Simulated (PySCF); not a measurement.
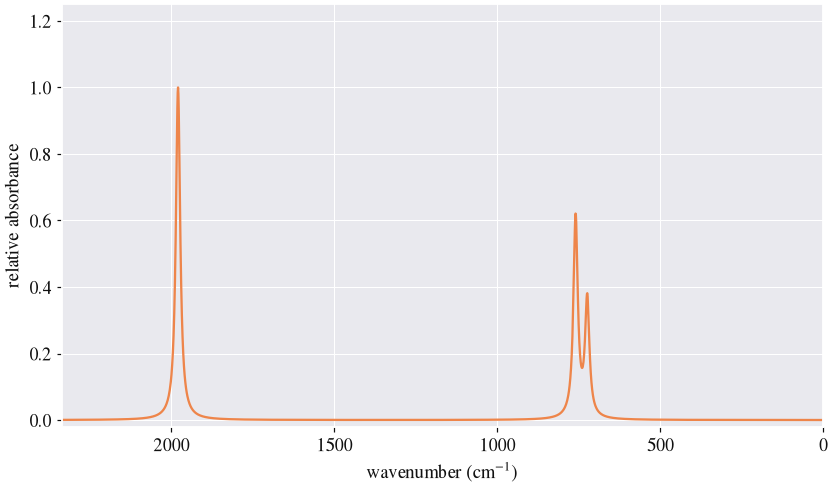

IR spectrum of GaH₃, singlet, at a minimum, with Ga as the central atom. Unscaled harmonic wavenumbers and double-harmonic intensities, PBE0/def2-TZVP with PySCF, isolated molecule. Structures are the lowest points that the searches found. Degenerate modes count as one line, with their intensities summed. Lorentzian lines of 16 cm⁻¹ full width. Close modes add up in the curve.

> Which point group goes with this spectrum?

The calculation gave D3h. Its 6 modes give 4 distinct wavenumbers, 3 with an intensity of 0.05 km/mol or more.
```csv
cm⁻¹,km/mol,symmetry
723.7,176.4,a2''
759.4,302.4,e' (×2)
1977.8,0.0,a1'
1979.4,499.9,e' (×2)
```

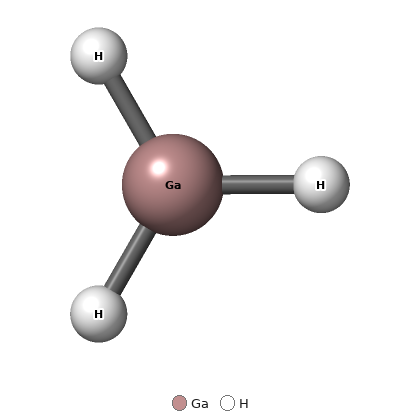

Known limits of this run: no scalar relativity.
